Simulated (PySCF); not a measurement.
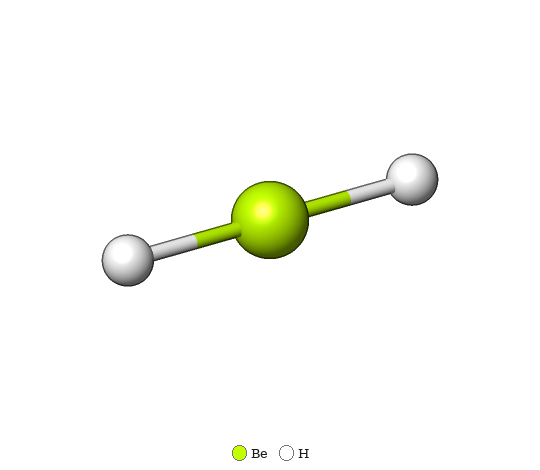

The lowest structure found in a search from several start shapes; its vibrations show a minimum. Charge 0, singlet. Method: RKS-based PBE0, Be def2-TZVP, H def2-TZVP; non-relativistic; density fitting (PySCF 2.14.0).

> What is its shape?

BeH₂ is linear (D∞h), with an angle of 180° at Be.

> What does the VSEPR model expect, and does the calculation agree?

The centre has 2 ligands and 0 lone pairs (AX2), for which VSEPR expects a linear shape. The calculation agrees.
